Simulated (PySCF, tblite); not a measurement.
# C₆H₁₁O radical: geometry, infrared bands and EPR parameters

Wanted: the infrared bands and EPR parameters of C₆H₁₁O radical (`[O]CC1CCCC1`), by calculation.

Programs: tblite 0.8.0 and PySCF 2.14.0, with density-fitted response routines of our own. Each step states its level of theory. These are calculated values for one molecule in the gas phase, unless marked as measured. Atoms count from 0, in the outputs and in this text.

### 1 The molecule as given

18 atoms, charge 0, multiplicity 2; geometry from: force field or distance geometry start.

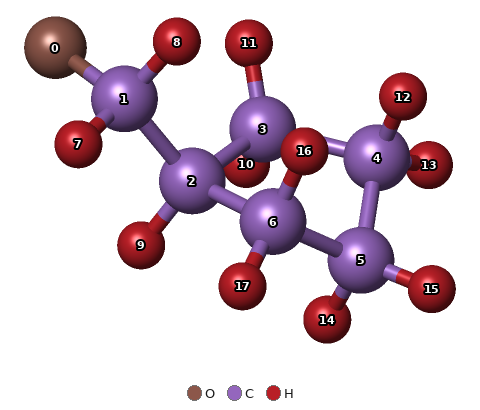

As it starts; oxygen brown, carbon purple, hydrogen red, atoms numbered; sticks join atoms by distance.

### 2 Optimising the geometry with GFN2-xTB

Job settings and geometry (Å):

```
{"job": {"kind": "relax", "xc": "GFN2-xTB", "basis": "xTB"}, "charge": 0, "multiplicity": 2}
O      2.357000     1.813500     0.195500
C      1.831400     0.722100    -0.502300
C      0.785900     0.009700     0.340300
C     -0.393100     0.919600     0.669500
C     -1.630200     0.236400     0.134300
C     -1.191300    -1.214400     0.137500
C      0.158100    -1.034700    -0.552600
H      2.625200    -0.033700    -0.710500
H      1.390500     1.020600    -1.477900
H      1.255500    -0.428600     1.241000
H     -0.519500     1.001600     1.754500
H     -0.241500     1.916900     0.260600
H     -1.698100     0.540300    -0.932500
H     -2.526300     0.435100     0.699100
H     -1.031300    -1.487300     1.210200
H     -1.868200    -1.884300    -0.363500
H     -0.040500    -0.546900    -1.513700
H      0.727500    -1.979700    -0.601400
```

The run is started by

```sh
$ OMP_NUM_THREADS=1 python probes_run.py task.json out
```

This one command runs all jobs of the session in turn.

Output:

```text
step      E/eV     max force
  0    -610.08618    3.143
  1    -610.32883    0.861
  2    -610.37374    0.726
  3    -610.42415    0.795
  4    -610.46772    0.416
  5    -610.48746    0.347
  6    -610.50670    0.370
  7    -610.51858    0.353
  8    -610.53226    0.307
  9    -610.54580    0.268
 10    -610.55999    0.298
 11    -610.57376    0.286
 12    -610.58719    0.269
 13    -610.59791    0.246
 14    -610.60415    0.170
 15    -610.60752    0.125
 16    -610.60996    0.113
 17    -610.61238    0.127
 18    -610.61514    0.127
 19    -610.61792    0.111
 20    -610.62023    0.125
 21    -610.62196    0.118
 22    -610.62347    0.101
 23    -610.62509    0.091
 24    -610.62687    0.087
 25    -610.62855    0.089
 26    -610.62988    0.083
 27    -610.63088    0.068
 28    -610.63175    0.073
 29    -610.63254    0.068
 30    -610.63313    0.053
 31    -610.63354    0.039
 32    -610.63383    0.037
 33    -610.63407    0.033
 34    -610.63427    0.031
 35    -610.63443    0.031
 36    -610.63457    0.030
 37    -610.63472    0.033
 38    -610.63490    0.034
 39    -610.63509    0.031
 40    -610.63523    0.019
 41    -610.63532    0.019
 42    -610.63539    0.018
 43    -610.63547    0.022
 44    -610.63556    0.020
 45    -610.63563    0.017
 46    -610.63570    0.018
 47    -610.63577    0.018
 48    -610.63586    0.023
 49    -610.63594    0.027
 50    -610.63602    0.026
 51    -610.63610    0.025
 52    -610.63621    0.027
 53    -610.63633    0.026
 54    -610.63644    0.025
 55    -610.63652    0.023
 56    -610.63661    0.024
 57    -610.63672    0.025
 58    -610.63683    0.025
 59    -610.63692    0.018
 60    -610.63698    0.017
 61    -610.63703    0.016
 62    -610.63709    0.015
 63    -610.63712    0.014
 64    -610.63714    0.009
```

Run time: 0.42 s. Hardware: 1 thread of Arm Neoverse V1, shared host.

Along the way: (not every step is listed)

| step | energy from step 0 (eV) | largest force (eV/Å) |
| --- | --- | --- |
| 0 | 0.0000 | 3.1428 |
| 1 | -0.2427 | 0.8606 |
| 2 | -0.2876 | 0.7260 |
| 3 | -0.3380 | 0.7951 |
| 4 | -0.3815 | 0.4161 |
| 5 | -0.4013 | 0.3468 |
| 6 | -0.4205 | 0.3702 |
| 7 | -0.4324 | 0.3535 |
| 8 | -0.4461 | 0.3068 |
| 13 | -0.5117 | 0.2460 |
| 18 | -0.5290 | 0.1275 |
| 23 | -0.5389 | 0.0911 |
| 28 | -0.5456 | 0.0728 |
| 33 | -0.5479 | 0.0329 |
| 38 | -0.5487 | 0.0339 |
| 43 | -0.5493 | 0.0221 |
| 48 | -0.5497 | 0.0229 |
| 53 | -0.5502 | 0.0258 |
| 58 | -0.5507 | 0.0255 |
| 59 | -0.5507 | 0.0184 |
| 60 | -0.5508 | 0.0174 |
| 61 | -0.5508 | 0.0161 |
| 62 | -0.5509 | 0.0152 |
| 63 | -0.5509 | 0.0136 |
| 64 | -0.5510 | 0.0090 |

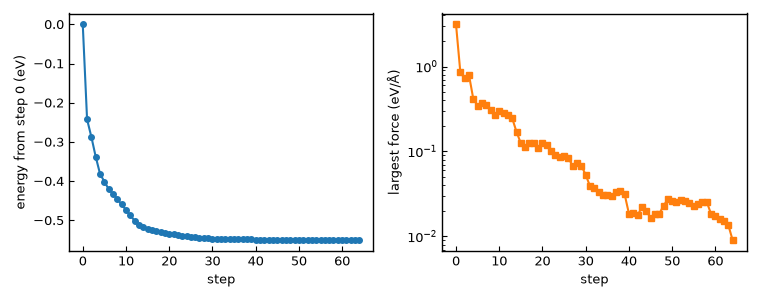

Energy and largest force along the relaxation.

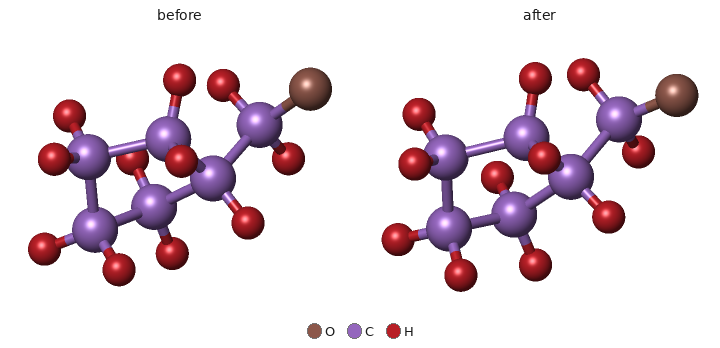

Before and after, at one scale.

Close pairs (by a distance rule), those that changed most:

| bond | before (Å) | after (Å) | change (Å) |
| --- | --- | --- | --- |
| O0–C1 | 1.398 | 1.307 | -0.091 |
| C1–C2 | 1.520 | 1.562 | +0.042 |
| C5–H14 | 1.118 | 1.091 | -0.028 |
| C3–C4 | 1.511 | 1.533 | +0.021 |
| C4–H12 | 1.111 | 1.091 | -0.020 |
| C2–C6 | 1.511 | 1.530 | +0.020 |
| C2–C3 | 1.525 | 1.543 | +0.018 |
| C6–H17 | 1.104 | 1.089 | -0.015 |

The end geometry stands in the next job.

### 3 Vibrational analysis with GFN2-xTB

Job settings and geometry (Å):

```
{"job": {"kind": "ir", "xc": "GFN2-xTB", "basis": "xTB"}, "charge": 0, "multiplicity": 2}
O      2.566985     1.686855     0.164360
C      1.847581     0.834237    -0.515812
C      0.794278     0.039819     0.321278
C     -0.392556     0.956628     0.685113
C     -1.646168     0.248297     0.160338
C     -1.237283    -1.220006     0.065746
C      0.194547    -1.135636    -0.453985
H      2.523513     0.023038    -0.880235
H      1.371789     1.268004    -1.424275
H      1.295594    -0.305991     1.227081
H     -0.437099     1.081116     1.766698
H     -0.280860     1.948850     0.249604
H     -1.905927     0.620437    -0.831745
H     -2.502322     0.401835     0.815315
H     -1.246295    -1.676969     1.056162
H     -1.888257    -1.797103    -0.588896
H      0.179421    -0.909221    -1.522567
H      0.754300    -2.057872    -0.305835
```

Output:

```text
mode    cm-1     km/mol
  1      24.3      1.46
  2     100.8     16.08
  3     188.6     16.74
  4     252.6     19.35
  5     336.8    104.88
  6     387.2      1.84
  7     508.0    162.16
  8     580.0     46.98
  9     641.2    280.89
 10     786.2     18.31
 11     828.4     39.56
 12     871.3      4.52
 13     900.4     43.48
 14     963.8      0.62
 15     978.5      1.77
 16    1000.4      9.43
 17    1042.5     42.39
 18    1062.3     25.76
 19    1085.3      7.97
 20    1107.8     10.25
 21    1137.8      6.72
 22    1160.1      7.55
 23    1174.0     34.54
 24    1209.9      1.61
 25    1216.1      1.69
 26    1234.2      7.79
 27    1272.2     19.85
 28    1283.7     15.79
 29    1294.1      1.52
 30    1312.5      0.77
 31    1320.4      0.58
 32    1321.9      0.12
 33    1361.8     10.22
 34    1478.9      1.64
 35    1483.3      0.31
 36    1488.2      2.70
 37    1500.2      1.07
 38    2602.3      7.34
 39    2711.9     60.78
 40    2966.5      1.28
 41    2973.9     22.38
 42    2980.8      0.91
 43    2992.0      8.02
 44    3001.3     85.48
 45    3009.3     18.10
 46    3010.6     55.56
 47    3015.0     70.28
 48    3016.4     35.43
```

Run time: 0.56 s. Hardware: 1 thread of Arm Neoverse V1, shared host.

The strongest bands and the atoms that carry them (share of the mass-weighted mode):

| cm⁻¹ | km/mol | atoms |
| --- | --- | --- |
| 337 | 104.9 | C1 25 %, O0 16 %, H7 12 %, C2 10 % |
| 508 | 162.2 | C1 20 %, C2 16 %, C5 11 %, H16 10 % |
| 580 | 47.0 | C4 21 %, C3 13 %, C5 13 %, H12 12 % |
| 641 | 280.9 | H7 23 %, C2 23 %, C6 17 % |
| 2712 | 60.8 | H8 88 % |
| 3001 | 85.5 | H10 26 %, H12 25 %, H14 19 % |
| 3011 | 55.6 | H17 65 %, H15 13 % |
| 3015 | 70.3 | H11 29 %, H15 24 %, H10 18 %, H17 13 % |

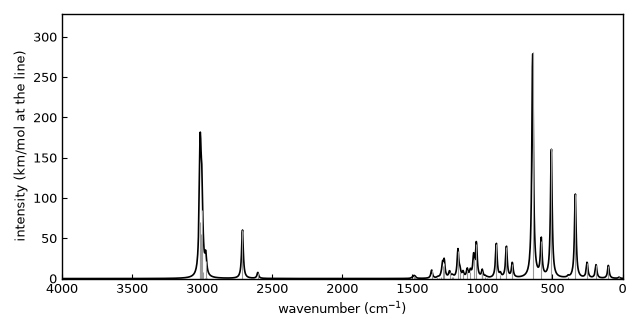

The infrared spectrum from these modes, unscaled. Lines are broadened to a width of 14 cm⁻¹ (Lorentzian).

### 4 g tensor and hyperfine couplings: B3LYP/pcH-1

The job, as its differences from that of step 3:

```diff
@@ -1,2 +1,2 @@
-{"job": {"kind": "ir", "xc": "GFN2-xTB", "basis": "xTB"}, "charge": 0, "multiplicity": 2}
+{"job": {"kind": "epr", "basis": "pcH-1"}, "charge": 0, "multiplicity": 2}
 O      2.566985     1.686855     0.164360
```

Level: UKS B3LYP, pcH-1 on C H O, non-relativistic, mean-field spin-orbit, GIAO.

Output:

```text
UKS, coarse grid
  cycle   1  E = -310.27246970  |g| = 5.72e-01
  cycle   2  E = -309.94765603  |g| = 1.09e+00
  cycle   3  E = -310.42867137  |g| = 1.00e-01
  cycle   4  E = -310.43082955  |g| = 1.03e-01
  cycle   5  E = -310.43558900  |g| = 1.98e-02
  cycle   6  E = -310.43579460  |g| = 8.57e-03
  cycle   7  E = -310.43583643  |g| = 2.92e-03
  cycle   8  E = -310.43584255  |g| = 7.05e-04
UKS, final grid
  cycle   1  E = -310.43589635  |g| = 6.12e-04
  cycle   2  E = -310.43589831  |g| = 7.38e-04
  cycle   3  E = -310.43589914  |g| = 4.85e-04
  cycle   4  E = -310.43590199  |g| = 4.92e-04
  cycle   5  E = -310.43591015  |g| = 3.43e-04
  cycle   6  E = -310.43591550  |g| = 1.72e-04
  cycle   7  E = -310.43591610  |g| = 9.73e-05
  cycle   8  E = -310.43591634  |g| = 5.90e-05
  cycle   9  E = -310.43591635  |g| = 1.65e-05
  cycle  10  E = -310.43591635  |g| = 5.79e-06
E = -310.43591635 Eh   <S^2> = 0.7540 (exact 0.7500)
g shifts (ppm)      1          2          3
  rmc          -274       -274       -274
  gc            -10         23         48
  oz_so          38       5757      53123
  total        -246       5505      52897
hyperfine (MHz)  atom isotope    a_iso     a_fc   dipolar eigenvalues
    0   17O     -48.11     -48.11   -250.44    124.58    125.85
    1   13C     -43.29     -43.29     -7.63      2.33      5.31
    2   13C      30.07      30.07     -7.91     -7.25     15.16
    3   13C      -0.84      -0.84     -1.58     -0.62      2.19
    4   13C       0.19       0.19     -0.35     -0.20      0.55
    5   13C       1.98       1.98     -0.39     -0.36      0.75
    6   13C      -2.17      -2.17     -0.86     -0.52      1.38
    7    1H     341.01     341.01     -8.43     -3.74     12.17
    8    1H      26.63      26.63     -6.46     -4.38     10.84
    9    1H      -4.95      -4.95     -5.30     -2.56      7.85
   10    1H       7.73       7.73     -2.02     -1.27      3.30
   11    1H       0.43       0.43     -3.44     -2.60      6.05
   12    1H      -0.07      -0.07     -0.85     -0.82      1.67
   13    1H       1.11       1.11     -0.66     -0.59      1.25
   14    1H      -0.17      -0.17     -0.78     -0.73      1.50
   15    1H       2.15       2.15     -0.59     -0.49      1.08
   16    1H       1.59       1.59     -2.08     -1.47      3.55
   17    1H       2.15       2.15     -1.70     -1.03      2.73
```

Wall time 82 s (1 thread of Arm Neoverse V1, shared host); peak memory 0.99 GiB.

Principal g values 2.00207, 2.00782, 2.05522; g(iso) = 2.02170, against 2.00232 for a free electron. They are not to be trusted: the run shows a large g shift, which the driver flags as unsure.

Hyperfine couplings; where a row names several nuclei, a(iso) is their mean (it holds for fast rotation or exchange) and the dipolar term the largest among them:

| nuclei | isotope | a(iso) (MHz) | a(iso) (G, at g = 2.0023) | largest dipolar term (MHz) |
| --- | --- | --- | --- | --- |
| H7, H8 | 1H | 183.8 | 65.6 | 12.2 |
| O0 | 17O | -48.1 | -17.2 | -250.4 |
| C1 | 13C | -43.3 | -15.4 | -7.6 |
| C2 | 13C | 30.1 | 10.7 | 15.2 |
| H9 | 1H | -5.0 | -1.8 | 7.9 |
| H10, H17 | 1H | 4.9 | 1.8 | 3.3 |
| C3, C6 | 13C | -1.5 | -0.5 | 2.2 |
| C4, C5 | 13C | 1.1 | 0.4 | 0.7 |
| H12, H15 | 1H | 1.0 | 0.4 | 1.7 |
| H11, H16 | 1H | 1.0 | 0.4 | 6.0 |
| H13, H14 | 1H | 0.5 | 0.2 | 1.5 |

Mulliken spin populations:

O0 0.83; C1 -0.07; C2 0.06; C3 0.01; C4 0.00; C5 0.00; C6 0.00; H7 0.15; H8 0.01; H9 0.00; H10 0.00; H11 0.00; H12 0.00; H13 0.00; H14 0.00; H15 0.00; H16 0.00; H17 0.00

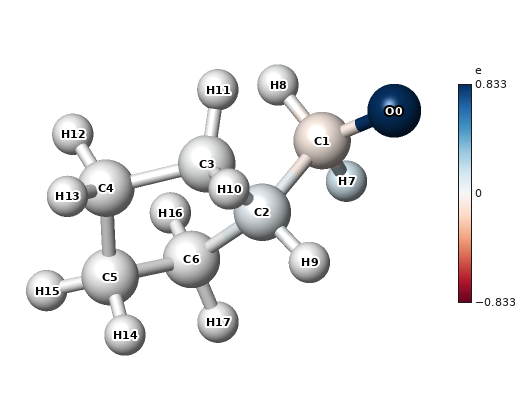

Mulliken spin populations, as colours on the atoms.

The fields below are evaluated on a grid from the run's orbitals.

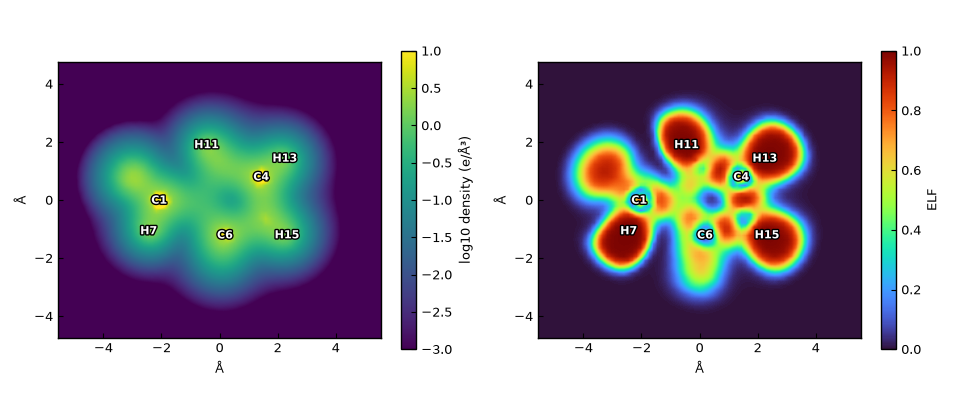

Density (left) and ELF (right) in a plane through or near 7 of the atoms.

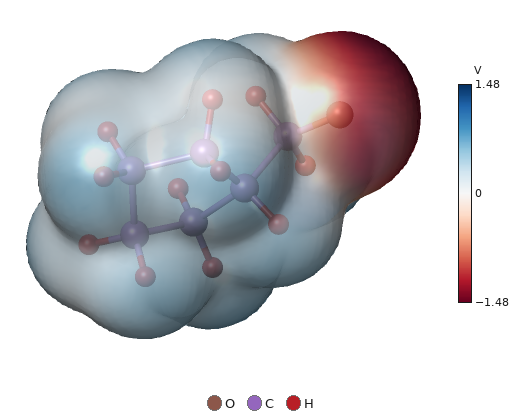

The potential that a unit positive charge feels on the 0.002 e/bohr³ surface, from -1.48 V near O0 to 1.03 V near H7.

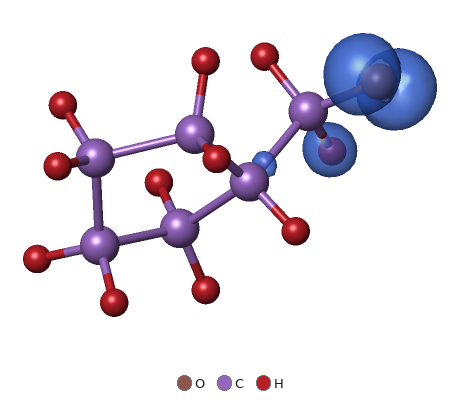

Spin density at ±0.1 e/Å³ (alpha excess blue, beta excess red).

### 5 What came out

```
                                 quantity                                            value
strongest single infrared mode (GFN2-xTB)                             641 cm⁻¹, 281 km/mol
             zero-point energy (GFN2-xTB)                                    97.5 kcal/mol
                           g(iso) (B3LYP)                                          2.02170
                                     ⟨S²⟩                               0.754 (exact 0.75)
       largest a(iso) (averaged by class)                          1H on H7, H8, 183.8 MHz
    surface potential, least and greatest                               -1.48 V and 1.03 V
            property runs in this session  1, of which 0 failed and 1 gave unsound results
```

**Reading.** Relaxing lowered the energy by 0.551 eV in 64 steps; the close pair that moved most is O0–C1, from 1.398 to 1.307 Å. All 48 modes are real, so the xTB geometry is a minimum. The strongest single mode, at 641 cm⁻¹, is spread over several atoms, H7, C2, C6 among them. GFN2-xTB is a fitted tight-binding method: band positions and strengths are rough. Its intensities can rank the bands wrongly. O0 carries the largest spin population, 0.83 e. The isotropic g lies 19.4 ppt above the free-electron value. These values are not to be trusted: the run shows a large g shift, which the driver flags as unsure.
